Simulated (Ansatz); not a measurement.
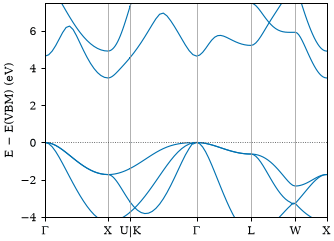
Band structure from DFT-r²SCAN in the program Ansatz with PAW potentials

Read off the gap and where the band edges lie.

About 3.5 eV (3.47 eV by a search for the band edges); maximum at Γ, minimum at X.

The material is MgS (rock salt, Fm-3m).

Symmetry was held in the r²SCAN relaxation.

Potentials: the earlier of the program's two PAW sets.
